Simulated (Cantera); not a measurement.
Input: 1 mol V, 1.8 mol O2, at 0.100 bar.

Method: chemical equilibrium by Gibbs-energy minimisation in Cantera with the NASA 1993 tables (ideal gas, pure condensed phases). Candidate condensed phases: V, VO, V2O3, V2O4, V2O5; 6 gas species. Condensed phases not in the tables: the oxides between V2O3 and V2O5 other than VO2. Gases not in the tables: V4O10. Equilibrium is a limit: real reactors are often held back by kinetics, nucleation or transport.

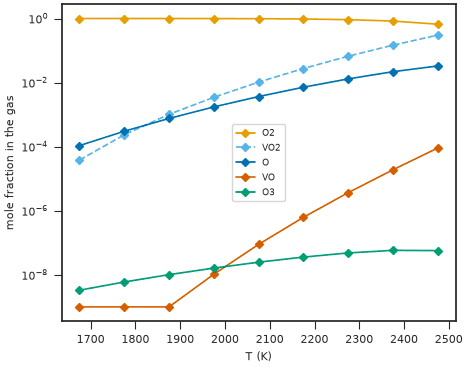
Figure. Equilibrium gas composition (values under 1e-9 drawn at 1e-9)

At 1675 K the condensed part is V2O5(l). At 1775 K the condensed part is V2O4(s). From 1875 K to 2475 K the condensed part is V2O4(l).
